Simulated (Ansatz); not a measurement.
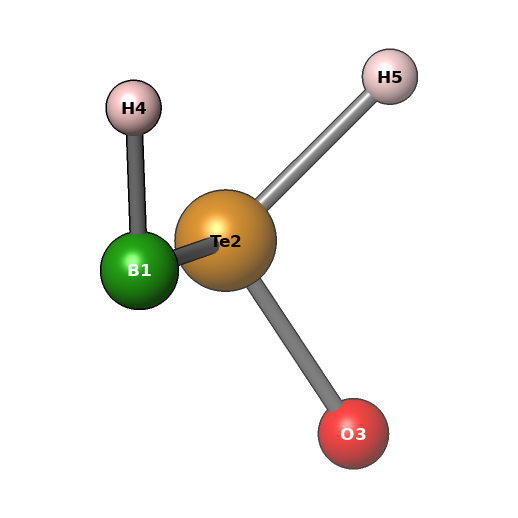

Te2 lies behind B1. The molecule seen a little off the B1–Te2 bond, B1 in front. Atoms fade into the background with distance from the viewer. The species has charge −1 and is a spin singlet. The geometry was computed by an optimisation with PBE0-D4/def2-TZVPD. No frequency run is at hand to confirm it as a minimum.

### What is the torsion angle H4–B1–Te2–O3? The sign is positive where the front bond must turn clockwise to cover the back bond.

153°, antiperiplanar (anti).
